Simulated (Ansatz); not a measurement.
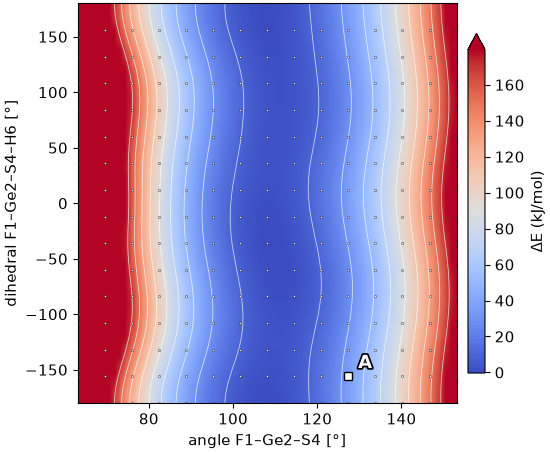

ClF₂GeHS, SMILES [F][Ge]([F])([SH])[Cl]. The first coordinate is: angle F1–Ge2–S4; the second: dihedral F1–Ge2–S4–H6. Nothing is relaxed (all other coordinates rigid). The scan uses a 15 × 15 grid. Energies are in kJ/mol, from the relaxed molecule at the same level. Method: RHF/def2-SVP (Ansatz 0.2.0).

In the figure: a smooth colour map with a few white contour lines, dots at the grid points, one colour for all values above the top of the scale, the point A. Between grid points the surface is interpolated.

**Which way does the force act at A, and how strong is it?**

A, at angle F1–Ge2–S4 = 127.4°, dihedral F1–Ge2–S4–H6 = −156°, is not a stationary point. The computed force is 3.6 kJ/mol for each degree towards smaller values of angle F1–Ge2–S4 and 0.066 kJ/mol for each degree towards larger values of dihedral F1–Ge2–S4–H6.
